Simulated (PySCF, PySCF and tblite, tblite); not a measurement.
# C6H8O3: a path driven as rotation about a bond, and NMR exchange, part 2 of 2

PySCF and tblite. Atoms count from 0.

## 9. Barriers, rates and exchange

What the job is given:

```
{"job": {"smiles": "C=CC(O)=CC(=O)OC", "charge": 0, "mult": 1, "motion": "rotation", "what": "diene or enone", "atoms": [4, 5], "drives": [{"terms": [["t", [2, 4, 5, 6], 0.25], ["t", [2, 4, 5, 7], 0.25], ["t", [13, 4, 5, 6], 0.25], ["t", [13, 4, 5, 7], 0.25]], "by": 180, "n": 12}], "study": "path", "level": {"kind": "nmr", "xc": "PBE0", "basis": "pcSseg-1"}, "fields": [100, 400, 900], "first": 1, "seed": 596, "kind": "path"}, "charge": 0, "multiplicity": 1}
C     -3.537355    -0.986100    -0.143524
C     -2.397849    -0.564015    -0.680220
C     -1.186356    -0.343809     0.101010
O     -1.268566    -0.588058     1.404360
C     -0.037719     0.090077    -0.491015
C      1.158482     0.306403     0.286200
O      1.242268     0.126414     1.496608
O      2.194761     0.732335    -0.450086
C      3.404220     0.965074     0.252730
H     -3.607287    -1.185015     0.912434
H     -4.421785    -1.142903    -0.735912
H     -2.310607    -0.359829    -1.737162
H     -0.381671    -0.397598     1.803420
H      0.011342     0.282764    -1.547104
H      4.124224     1.305275    -0.486883
H      3.256801     1.725265     1.023156
H      3.750098     0.045753     0.730726
```

Standard output:

```text
stationary points (kcal/mol above the start)
  n  kind          group   xTB      DFT    lowest mode
  0  minimum      Cs       0.00     0.00      61.0
  1  saddle       C1      13.50    20.04     -98.0
  2  minimum      Cs       4.47     4.48      56.3

GFN2-xTB energies: T/K, barrier G, reaction G (kcal/mol), k forward, k back (1/s)
 150.00    12.83     4.44   1.26e-06       3.75
 200.00    12.83     4.42     0.0791   5.31e+03
 250.00    12.84     4.39       61.8   4.26e+05
 298.15    12.86     4.36   4.67e+03   7.37e+06
 350.00    12.88     4.33   1.32e+05   6.69e+07
 400.00    12.91     4.30   1.47e+06    3.3e+08
 500.00    12.98     4.24    4.4e+07   3.13e+09

PBE0/pcSseg-1 + D3(BJ) energies: T/K, barrier G, reaction G (kcal/mol), k forward, k back (1/s)
 150.00    19.37     4.45   3.79e-16   1.14e-09
 200.00    19.37     4.42   5.71e-09   0.000387
 250.00    19.38     4.39    0.00012      0.831
 298.15    19.39     4.37     0.0757        120
 350.00    19.42     4.34         11   5.58e+03
 400.00    19.44     4.30        396    8.9e+04
 500.00    19.52     4.24   6.13e+04   4.37e+06
```

Run time: 2.9 min. Hardware: 1 thread of Arm Neoverse N1, shared host; peak memory 0.89 GiB. This counts the whole study up to here.

Barriers by level (kcal/mol; entropies in cal/(mol K)). Zero-point and thermal terms come from xTB in every row. ΔG‡ leaves symmetry out; the rate counts equivalent paths (a factor of 2); effective ΔG‡, where given, is the barrier that would give that rate by Eyring's equation alone:

```csv
level,ΔE‡,with zero-point,ΔH‡,ΔS‡,ΔG‡ (298 K),ΔE of reaction,k at 298 K (1/s),effective ΔG‡
GFN2-xTB,13.50,12.91,12.81,-0.2,12.86,4.47,4.7e+03,12.45
PBE0/pcSseg-1 + D3(BJ),20.04,19.44,19.34,-0.2,19.39,4.48,0.076,18.98
```

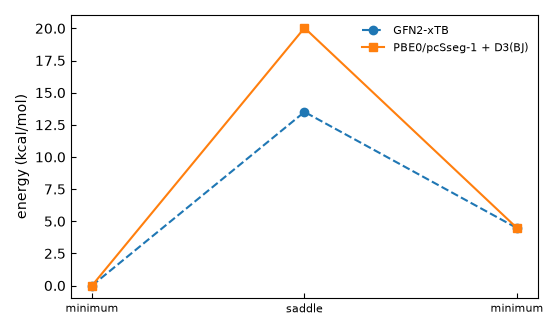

The xTB stationary points, at both levels.

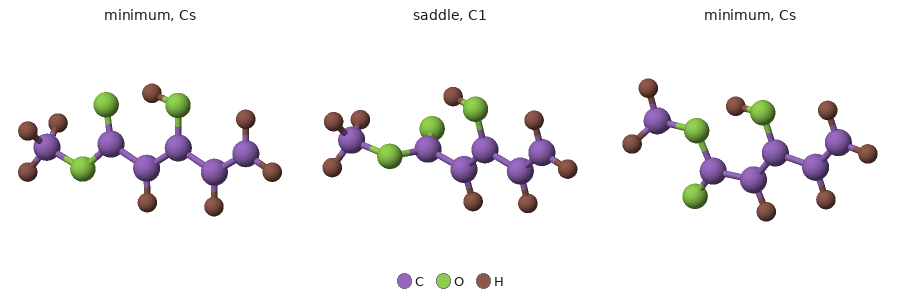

The stationary points in order.

Sites that the driver pairs across this motion, and where their lines would merge (no couplings; faster rotations, inversion at nitrogen or exchange between molecules can average them sooner):

```csv
nucleus,sites: shielding (ppm),proton frequency (MHz),spread (Hz),coalescence (K),lines at 298 K
¹⁷O,O6: -27.0; O6 (end): -103.2,900,9306,not given,–
¹H,H12: 19.21; H12 (end): 22.70,900,3140,not given,–
¹³C,C5: 5.9; C5 (end): 14.9,900,2041,not given,–
¹⁷O,O7: 151.0; O7 (end): 165.1,900,1723,not given,–
¹³C,C2: 9.7; C2 (end): 15.7,900,1360,not given,–
¹³C,C4: 90.7; C4 (end): 87.1,900,818,not given,–
¹⁷O,O3: 183.2; O3 (end): 187.5,900,522,not given,–
¹³C,C0: 54.3; C0 (end): 55.4,900,255,not given,–
```

A dash: the driver gave no coalescence for this row (it judged the minor form too scarce).

Rows that set an atom against itself at the end compare its shielding in the two forms.

Lines of quadrupolar nuclei are broad, so their coalescence could hardly be seen.

## 10. Shieldings, start: PBE0/pcSseg-1 in tetrahydrofuran

What the job is given:

```
{"job": {"kind": "nmr", "xc": "PBE0", "basis": "pcSseg-1", "solvent": "tetrahydrofuran", "pop": false}, "charge": 0, "multiplicity": 1}
C     -3.537355    -0.986100    -0.143524
C     -2.397849    -0.564015    -0.680220
C     -1.186356    -0.343809     0.101010
O     -1.268566    -0.588058     1.404360
C     -0.037719     0.090077    -0.491015
C      1.158482     0.306403     0.286200
O      1.242268     0.126414     1.496608
O      2.194761     0.732335    -0.450086
C      3.404220     0.965074     0.252730
H     -3.607287    -1.185015     0.912434
H     -4.421785    -1.142903    -0.735912
H     -2.310607    -0.359829    -1.737162
H     -0.381671    -0.397598     1.803420
H      0.011342     0.282764    -1.547104
H      4.124224     1.305275    -0.486883
H      3.256801     1.725265     1.023156
H      3.750098     0.045753     0.730726
```

Standard output:

```text
coarse grid: 14736 points
cycle   1  E = -458.3071919015  dE =  1.560e+00  |g| = 9.683e-01  |ddm| = 3.790e+00
cycle   2  E = -458.0612611897  dE =  2.459e-01  |g| = 1.519e+00  |ddm| = 1.650e+00
cycle   3  E = -458.4662715725  dE = -4.050e-01  |g| = 2.173e-01  |ddm| = 1.149e+00
cycle   4  E = -458.4749675391  dE = -8.696e-03  |g| = 7.718e-02  |ddm| = 1.912e-01
cycle   5  E = -458.4759056733  dE = -9.381e-04  |g| = 2.268e-02  |ddm| = 5.259e-02
cycle   6  E = -458.4760099184  dE = -1.042e-04  |g| = 5.525e-03  |ddm| = 2.011e-02
cycle   7  E = -458.4760155764  dE = -5.658e-06  |g| = 2.063e-03  |ddm| = 5.018e-03
final grid: 143848 points
cycle   8  E = -458.5595316950  dE = -2.865e-05  |g| = 1.445e-02  |ddm| = 3.708e-02
cycle   9  E = -458.5594799392  dE =  5.176e-05  |g| = 2.224e-02  |ddm| = 2.447e-02
cycle  10  E = -458.5595696202  dE = -8.968e-05  |g| = 1.795e-03  |ddm| = 1.523e-02
cycle  11  E = -458.5595702866  dE = -6.664e-07  |g| = 3.730e-04  |ddm| = 1.348e-03
cycle  12  E = -458.5595703070  dE = -2.038e-08  |g| = 1.911e-04  |ddm| = 3.574e-04
cycle  13  E = -458.5595703137  dE = -6.722e-09  |g| = 4.810e-05  |ddm| = 1.475e-04
cycle  14  E = -458.5595703142  dE = -4.776e-10  |g| = 1.356e-05  |ddm| = 4.663e-05
converged SCF energy = -458.5595703142

GIAO shielding tensors (ppm)
atom      isotropic    diamagn.    paramagn.     s11        s22        s33       span
  0 C       52.484     251.964    -199.480    -67.108     45.490    179.069    246.177
  1 C       47.181     254.700    -207.519    -66.987     63.547    144.984    211.971
  2 C        9.411     253.485    -244.073    -92.058      5.946    114.347    206.404
  3 O      186.521     395.489    -208.969     63.069    163.970    332.523    269.454
  4 C       90.824     258.129    -167.305     16.500    112.420    143.553    127.053
  5 C        5.073     252.865    -247.792    -76.260     15.080     76.399    152.659
  6 O      -14.816     407.362    -422.178   -212.005   -140.661    308.219    520.224
  7 O      148.135     400.929    -252.795    -18.718    226.470    236.652    255.370
  8 C      133.437     242.021    -108.584    103.393    118.383    178.536     75.143
  9 H       24.942      30.502      -5.560     21.514     23.541     29.769      8.255
 10 H       25.398      26.393      -0.995     22.895     24.884     28.417      5.522
 11 H       25.196      31.215      -6.019     23.171     23.495     28.923      5.752
 12 H       19.265      33.810     -14.544      6.329     18.042     33.424     27.095
 13 H       26.426      35.433      -9.008     23.198     25.882     30.197      6.999
 14 H       27.682      26.581       1.101     23.862     26.054     33.129      9.267
 15 H       27.601      27.633      -0.032     23.839     25.565     33.400      9.561
 16 H       27.614      27.658      -0.044     23.849     25.558     33.436      9.587
```

Run time: 51 s. Hardware: 1 thread of Arm Neoverse N1, shared host; peak memory 0.98 GiB.

Key values: HOMO -6.96 eV, LUMO -1.75 eV; dipole 2.00 D.

## 11. Single-point energy, saddle of leg 1: PBE0/pcSseg-1 in tetrahydrofuran

What the job is given:

```
{"job": {"kind": "sp", "xc": "PBE0", "basis": "pcSseg-1", "solvent": "tetrahydrofuran", "pop": false}, "charge": 0, "multiplicity": 1}
C     -3.515166    -0.561318    -0.121181
C     -2.354074    -0.590622    -0.762806
C     -1.064897    -0.426907    -0.099141
O     -1.135110    -0.235449     1.241001
C      0.089035    -0.465548    -0.781756
C      1.430089    -0.314496    -0.153157
O      2.118601    -1.217752     0.246070
O      1.772063     0.980971    -0.077125
C      3.046032     1.306246     0.465303
H     -3.555351    -0.413440     0.944140
H     -4.451213    -0.683294    -0.637492
H     -2.303677    -0.738962    -1.831336
H     -0.249467    -0.184311     1.618912
H      0.092421    -0.637271    -1.844692
H      3.668468     1.718386    -0.329411
H      2.897830     2.053236     1.244454
H      3.514417     0.410530     0.878217
```

Standard output:

```text
coarse grid: 14736 points
cycle   1  E = -458.2627272410  dE =  1.538e+00  |g| = 1.003e+00  |ddm| = 3.763e+00
cycle   2  E = -457.9527211106  dE =  3.100e-01  |g| = 1.653e+00  |ddm| = 1.812e+00
cycle   3  E = -458.4328944878  dE = -4.802e-01  |g| = 2.650e-01  |ddm| = 1.278e+00
cycle   4  E = -458.4456799050  dE = -1.279e-02  |g| = 8.815e-02  |ddm| = 2.140e-01
cycle   5  E = -458.4469223187  dE = -1.242e-03  |g| = 2.403e-02  |ddm| = 5.641e-02
cycle   6  E = -458.4470411213  dE = -1.188e-04  |g| = 6.531e-03  |ddm| = 2.093e-02
cycle   7  E = -458.4470489294  dE = -7.808e-06  |g| = 2.617e-03  |ddm| = 5.977e-03
final grid: 143848 points
cycle   8  E = -458.5318691821  dE = -2.423e-05  |g| = 1.509e-02  |ddm| = 3.449e-02
cycle   9  E = -458.5318036437  dE =  6.554e-05  |g| = 2.407e-02  |ddm| = 2.630e-02
cycle  10  E = -458.5319105334  dE = -1.069e-04  |g| = 2.264e-03  |ddm| = 1.716e-02
cycle  11  E = -458.5319116263  dE = -1.093e-06  |g| = 4.430e-04  |ddm| = 1.678e-03
cycle  12  E = -458.5319116569  dE = -3.065e-08  |g| = 1.815e-04  |ddm| = 3.691e-04
cycle  13  E = -458.5319116625  dE = -5.614e-09  |g| = 6.452e-05  |ddm| = 1.469e-04
cycle  14  E = -458.5319116634  dE = -9.140e-10  |g| = 1.160e-05  |ddm| = 5.582e-05
converged SCF energy = -458.5319116634
```

Wall time 27 s (1 thread of Arm Neoverse N1, shared host); peak memory 0.71 GiB.

In short: HOMO -6.75 eV, LUMO -0.95 eV; dipole 2.20 D.

## 12. Shieldings, end: PBE0/pcSseg-1 in tetrahydrofuran

What the job is given:

```
{"job": {"kind": "nmr", "xc": "PBE0", "basis": "pcSseg-1", "solvent": "tetrahydrofuran", "pop": false}, "charge": 0, "multiplicity": 1}
C     -3.458570    -0.515832     0.051365
C     -2.308525    -0.802951    -0.548431
C     -1.020915    -0.290459    -0.092445
O     -1.070110     0.492148     0.990645
C      0.117160    -0.614391    -0.757442
C      1.471180    -0.193355    -0.448195
O      2.451512    -0.511421    -1.076438
O      1.561070     0.623236     0.648965
C      2.869610     1.058965     0.983000
H     -3.486574     0.120722     0.919226
H     -4.396203    -0.905192    -0.304566
H     -2.271715    -1.440019    -1.419364
H     -0.169453     0.783576     1.215112
H      0.053977    -1.254697    -1.622100
H      3.309274     1.609219     0.148999
H      2.762670     1.702032     1.853078
H      3.506210     0.202634     1.213505
```

Standard output:

```text
coarse grid: 14736 points
cycle   1  E = -458.2924920908  dE =  1.541e+00  |g| = 9.886e-01  |ddm| = 3.803e+00
cycle   2  E = -457.9818264679  dE =  3.107e-01  |g| = 1.635e+00  |ddm| = 2.013e+00
cycle   3  E = -458.4577916008  dE = -4.760e-01  |g| = 2.526e-01  |ddm| = 1.484e+00
cycle   4  E = -458.4693163689  dE = -1.152e-02  |g| = 8.058e-02  |ddm| = 2.177e-01
cycle   5  E = -458.4702975628  dE = -9.812e-04  |g| = 2.486e-02  |ddm| = 5.513e-02
cycle   6  E = -458.4704271676  dE = -1.296e-04  |g| = 5.649e-03  |ddm| = 2.130e-02
cycle   7  E = -458.4704330922  dE = -5.925e-06  |g| = 2.145e-03  |ddm| = 5.170e-03
final grid: 143848 points
cycle   8  E = -458.5542036903  dE = -2.494e-05  |g| = 1.524e-02  |ddm| = 3.840e-02
cycle   9  E = -458.5541433699  dE =  6.032e-05  |g| = 2.377e-02  |ddm| = 2.632e-02
cycle  10  E = -458.5542456609  dE = -1.023e-04  |g| = 1.924e-03  |ddm| = 1.691e-02
cycle  11  E = -458.5542464091  dE = -7.481e-07  |g| = 4.127e-04  |ddm| = 1.447e-03
cycle  12  E = -458.5542464352  dE = -2.612e-08  |g| = 1.829e-04  |ddm| = 3.813e-04
cycle  13  E = -458.5542464412  dE = -6.018e-09  |g| = 5.217e-05  |ddm| = 1.501e-04
cycle  14  E = -458.5542464418  dE = -6.017e-10  |g| = 1.247e-05  |ddm| = 5.231e-05
converged SCF energy = -458.5542464418

GIAO shielding tensors (ppm)
atom      isotropic    diamagn.    paramagn.     s11        s22        s33       span
  0 C       53.324     252.428    -199.105    -64.488     46.276    178.184    242.672
  1 C       46.844     255.287    -208.442    -66.767     63.029    144.272    211.038
  2 C       14.493     252.067    -237.574    -87.128     13.497    117.111    204.240
  3 O      186.911     396.371    -209.461     82.535    170.348    307.849    225.314
  4 C       88.107     256.531    -168.424     24.705    108.011    131.605    106.901
  5 C       12.495     251.187    -238.692    -78.613     47.356     68.743    147.356
  6 O      -74.225     403.359    -477.584   -320.804   -188.153    286.282    607.086
  7 O      157.717     407.230    -249.512    -20.536    220.795    272.893    293.429
  8 C      133.624     241.055    -107.431    101.873    120.461    178.537     76.665
  9 H       25.052      31.041      -5.989     21.679     23.628     29.848      8.169
 10 H       25.473      26.302      -0.829     23.063     24.874     28.483      5.421
 11 H       25.186      30.607      -5.422     23.072     23.587     28.897      5.825
 12 H       22.363      35.272     -12.909     11.059     20.996     35.035     23.977
 13 H       26.592      33.720      -7.127     22.832     26.894     30.051      7.219
 14 H       27.583      27.629      -0.047     23.765     25.246     33.737      9.972
 15 H       27.629      27.958      -0.328     23.654     26.211     33.023      9.369
 16 H       27.627      27.484       0.144     23.774     25.258     33.850     10.076
```

Wall time 51 s (1 thread of Arm Neoverse N1, shared host); peak memory 0.97 GiB.

In short: HOMO -6.99 eV, LUMO -1.73 eV; dipole 2.65 D.

## 13. Second level: PBE0/pcSseg-1 + D3(BJ), IEF-PCM tetrahydrofuran

What the job is given:

```
{"job": {"smiles": "C=CC(O)=CC(=O)OC", "charge": 0, "mult": 1, "motion": "rotation", "what": "diene or enone", "atoms": [4, 5], "drives": [{"terms": [["t", [2, 4, 5, 6], 0.25], ["t", [2, 4, 5, 7], 0.25], ["t", [13, 4, 5, 6], 0.25], ["t", [13, 4, 5, 7], 0.25]], "by": 180, "n": 12}], "study": "path", "level": {"kind": "nmr", "xc": "PBE0", "basis": "pcSseg-1", "wide": true, "solvent": "tetrahydrofuran"}, "fields": [100, 400, 900], "first": 1, "seed": 596, "kind": "pathvar"}, "charge": 0, "multiplicity": 1}
C     -3.537355    -0.986100    -0.143524
C     -2.397849    -0.564015    -0.680220
C     -1.186356    -0.343809     0.101010
O     -1.268566    -0.588058     1.404360
C     -0.037719     0.090077    -0.491015
C      1.158482     0.306403     0.286200
O      1.242268     0.126414     1.496608
O      2.194761     0.732335    -0.450086
C      3.404220     0.965074     0.252730
H     -3.607287    -1.185015     0.912434
H     -4.421785    -1.142903    -0.735912
H     -2.310607    -0.359829    -1.737162
H     -0.381671    -0.397598     1.803420
H      0.011342     0.282764    -1.547104
H      4.124224     1.305275    -0.486883
H      3.256801     1.725265     1.023156
H      3.750098     0.045753     0.730726
```

Standard output:

```text
stationary points (kcal/mol above the start)
  n  kind          group   xTB      DFT    lowest mode
  0  minimum      Cs       0.00     0.00      61.0
  1  saddle       C1      13.50    17.35     -98.0
  2  minimum      Cs       4.47     3.23      56.3

GFN2-xTB energies: T/K, barrier G, reaction G (kcal/mol), k forward, k back (1/s)
 150.00    12.83     4.44   1.26e-06       3.75
 200.00    12.83     4.42     0.0791   5.31e+03
 250.00    12.84     4.39       61.8   4.26e+05
 298.15    12.86     4.36   4.67e+03   7.37e+06
 350.00    12.88     4.33   1.32e+05   6.69e+07
 400.00    12.91     4.30   1.47e+06    3.3e+08
 500.00    12.98     4.24    4.4e+07   3.13e+09

PBE0/pcSseg-1 + D3(BJ) energies: T/K, barrier G, reaction G (kcal/mol), k forward, k back (1/s)
 150.00    19.37     4.45   3.79e-16   1.14e-09
 200.00    19.37     4.42   5.71e-09   0.000387
 250.00    19.38     4.39    0.00012      0.831
 298.15    19.39     4.37     0.0757        120
 350.00    19.42     4.34         11   5.58e+03
 400.00    19.44     4.30        396    8.9e+04
 500.00    19.52     4.24   6.13e+04   4.37e+06

PBE0/pcSseg-1 + D3(BJ), IEF-PCM tetrahydrofuran energies: T/K, barrier G, reaction G (kcal/mol), k forward, k back (1/s)
 150.00    16.68     3.20   3.08e-12   1.41e-07
 200.00    16.68     3.17    4.9e-06     0.0143
 250.00    16.69     3.14     0.0266       14.9
 298.15    16.71     3.12       7.02   1.35e+03
 350.00    16.73     3.09        520   4.39e+04
 400.00    16.76     3.05   1.16e+04   5.41e+05
 500.00    16.83     2.99   9.13e+05   1.85e+07
```

Wall time 5.1 min (1 thread of Arm Neoverse N1, shared host); peak memory 0.98 GiB. This counts the runs that the step sums up.

Barriers by level (kcal/mol; entropies in cal/(mol K)). Zero-point and thermal terms come from xTB in every row. ΔG‡ leaves symmetry out; the rate counts equivalent paths (a factor of 2); effective ΔG‡, where given, is the barrier that would give that rate by Eyring's equation alone:

```csv
level,ΔE‡,with zero-point,ΔH‡,ΔS‡,ΔG‡ (298 K),ΔE of reaction,k at 298 K (1/s),effective ΔG‡
GFN2-xTB,13.50,12.91,12.81,-0.2,12.86,4.47,4.7e+03,12.45
PBE0/pcSseg-1 + D3(BJ),20.04,19.44,19.34,-0.2,19.39,4.48,0.076,18.98
"PBE0/pcSseg-1 + D3(BJ), IEF-PCM tetrahydrofuran",17.35,16.76,16.66,-0.2,16.71,3.23,7,16.30
```

## 14. Summary of results

The summary covers parts 1 to 2.

| quantity | value |
| --- | --- |
| barrier (PBE0/pcSseg-1 + D3(BJ)) | ΔE‡ 20.0, ΔG‡(298 K) 19.4 kcal/mol |
| barrier (GFN2-xTB) | ΔE‡ 13.5 kcal/mol |
| rate at 298 K | 0.076 s⁻¹ |
| end of the path | 4.5 kcal/mol from the start |

DFT puts the top 20.0 kcal/mol above the start (xTB: 13.5); the rate from the DFT barrier is 0.076 s⁻¹ at 298 K. An error of 1.4 kcal/mol changes that rate tenfold. PBE0/pcSseg-1 + D3(BJ), IEF-PCM tetrahydrofuran moves the barrier from 20.0 to 17.4 kcal/mol.
